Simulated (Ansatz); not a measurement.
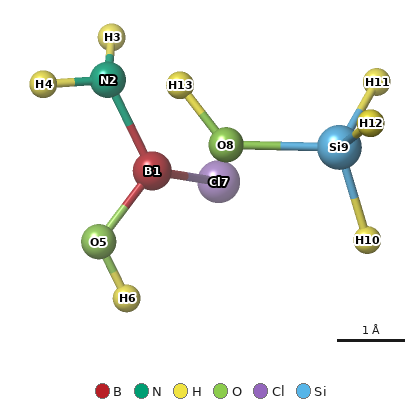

**Figure 1.** The structure (ball-and-stick view, seen at a tilt; atoms are numbered from 1 in the order of the input).

**BSiNH₇ClO₂: frequency calculation**

System: BSiNH₇ClO₂.
Method: RKS PBE/def2-SVP (Ansatz 0.2.0).

It belongs to a series of runs on one base structure; here: vibrations at the highest image of the band. Figures and captions count atoms from 1; the log counts them from 0 in places.

Log
```
Engine: ansatz 0.2.0, x86_64-unknown-linux-gnu
Functional definition: PBE
  parameter kappa = 0.804
  parameter beta = 0.06672455060314922
  exchange = pbe_x(kappa = kappa, mu = beta*pi^2/3)
  correlation = pbe_c(beta = beta)
1409 factors; their error is unknown
mean field evaluation 1: about -26738.5844 eV, gradient 8.2e1 eV
mean field evaluation 2: about -26692.4522 eV, gradient 1.7e2 eV
mean field evaluation 4: about -26750.6775 eV, gradient 1.5e1 eV
mean field evaluation 8: about -26751.1056 eV, gradient 1.1e-1 eV
mean field evaluation 16: about -26751.0314 eV, gradient 6.0e-4 eV
mean field -26751.03141189 eV, -983.0822718868 hartree, gradient 5.3e-5 eV, S^2 0.000000; 0 other end points of the search recorded, 0 dependent functions left out
the calculation of the forces begins
reference -26751.03145108 eV, -983.0822733269 hartree; 33, 33 occupied and 94, 94 virtual orbitals, 1409 factors
these checks for a lower state are left out or cut short: stability, starts, cluster_reference, orbital_swaps, neighbouring_geometries, increment
1409 factors; their error is unknown
mean field -26751.03129640 eV, -983.0822676424 hartree, gradient 1.2e-6 eV, S^2 0.000000; 0 other end points of the search recorded, 0 dependent functions left out
[... from here on the field's lines of each further geometry are left out, up to the last ...]
the calculation of the forces begins
reference -26751.03139852 eV, -983.0822713953 hartree; 33, 33 occupied and 94, 94 virtual orbitals, 1409 factors
these checks for a lower state are left out or cut short: stability, starts, cluster_reference, orbital_swaps, neighbouring_geometries, increment
1409 factors; their error is unknown
mean field -26751.03140450 eV, -983.0822716151 hartree, gradient 9.9e-7 eV, S^2 0.000000; 0 other end points of the search recorded, 0 dependent functions left out
the calculation of the forces begins
reference -26751.03144369 eV, -983.0822730552 hartree; 33, 33 occupied and 94, 94 virtual orbitals, 1409 factors
WARN: phonons: modes at or below zero, which the zero-point energy, F, S and C_V leave out: 1, the lowest at -791.67 cm⁻¹. A minimum has none, and a first-order saddle one
Total energy: -26751.03145108 eV, -983.0822733269 hartree
Atom 0 at    -0.140707    -0.021453     0.442903 Å, force    -0.001848    -0.012599     0.002863 eV/Å
Atom 1 at     0.247883     0.085427     1.931902 Å, force     0.001304    -0.003649    -0.001498 eV/Å
Atom 2 at    -0.335878    -0.454682     2.578295 Å, force    -0.002070     0.001116    -0.000852 eV/Å
Atom 3 at     1.238852    -0.117097     2.108432 Å, force    -0.000705     0.001036     0.000577 eV/Å
Atom 4 at     0.936057    -0.290012    -0.390730 Å, force     0.000511     0.001050     0.000704 eV/Å
Atom 5 at     0.659289    -0.409443    -1.314557 Å, force     0.000384     0.000160    -0.000356 eV/Å
Atom 6 at    -1.743302    -0.912766     0.108943 Å, force     0.004296     0.004334    -0.000018 eV/Å
Atom 7 at    -0.529274     1.633687     0.455137 Å, force     0.004678     0.008881    -0.003191 eV/Å
Atom 8 at    -1.972393     2.406965    -0.035351 Å, force     0.005006     0.004241     0.017438 eV/Å
Atom 9 at    -2.214255     2.063203    -1.473200 Å, force    -0.001145     0.000218     0.004219 eV/Å
Atom 10 at    -3.142266     2.015186     0.820049 Å, force    -0.003846    -0.008714    -0.000891 eV/Å
Atom 11 at    -1.735526     3.883245     0.110761 Å, force     0.003566     0.001313    -0.009886 eV/Å
Atom 12 at    -0.180582     1.379944     1.508816 Å, force    -0.010131     0.002612    -0.009110 eV/Å
Dipole moment:     0.089168     0.157870     0.262761 e Å
Vibrations: -791.67 74.09 104.98 138.69 240.29 267.80 298.56 346.50 371.64 395.38 486.77 556.24 609.01 687.60 712.90 824.38 858.57 899.03 906.71 923.49 930.26 966.39 1137.91 1242.64 1290.48 1505.69 1949.77 2180.54 2185.29 2206.20 3454.77 3552.89 3775.96 cm⁻¹, zero-point energy 2.236763 eV
```

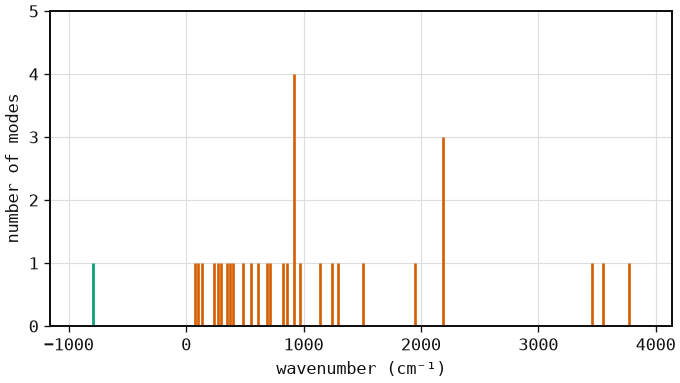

**Figure 2.** Harmonic vibrational wavenumbers from the force constants; neighbouring modes closer than 21 cm⁻¹ are counted in one stick, and imaginary ones are drawn at negative wavenumbers. 33 modes from 792i to 3776 cm⁻¹, 1 imaginary beyond 8i (792i cm⁻¹): a first-order saddle point, if the geometry is stationary.

The run was set up as follows.

Input
```yaml
crystal:
  periodic: [false, false, false]
  atoms:
    - { symbol: B, position_ang: [-0.140707, -0.021453, 0.442903] }
    - { symbol: "N", position_ang: [0.247883, 0.085427, 1.931902] }
    - { symbol: H, position_ang: [-0.335878, -0.454682, 2.578295] }
    - { symbol: H, position_ang: [1.238852, -0.117097, 2.108432] }
    - { symbol: O, position_ang: [0.936057, -0.290012, -0.39073] }
    - { symbol: H, position_ang: [0.659289, -0.409443, -1.314557] }
    - { symbol: Cl, position_ang: [-1.743302, -0.912766, 0.108943] }
    - { symbol: O, position_ang: [-0.529274, 1.633687, 0.455137] }
    - { symbol: Si, position_ang: [-1.972393, 2.406965, -0.035351] }
    - { symbol: H, position_ang: [-2.214255, 2.063203, -1.4732] }
    - { symbol: H, position_ang: [-3.142266, 2.015186, 0.820049] }
    - { symbol: H, position_ang: [-1.735526, 3.883245, 0.110761] }
    - { symbol: H, position_ang: [-0.180582, 1.379944, 1.508816] }
basis:
  gaussian: { orbitals: def2-SVP }
hamiltonian:
  xc: pbe
phonons: {}
```

Launched with:
```bash
ansatz run input.yaml --threads 4 --pin off --max-ram 5120MiB --backend cpu --events-out ev --progress --plain --runs-dir out
```

Key numbers

```json
{"quantity": "outcome", "value": "converged"}
{"quantity": "total energy", "value": "−26751.0315 eV"}
{"quantity": "mean-field energy", "value": "−26751.0315 eV"}
{"quantity": "largest force (length of the vector)", "value": "0.019 eV/Å"}
{"quantity": "hardware", "value": "4 threads of Intel Xeon (Granite Rapids), 32 GiB of memory available, shared host"}
{"quantity": "wall time", "value": "37 s (CPU time 2.2 min)"}
{"quantity": "peak memory", "value": "0.19 GiB"}
```
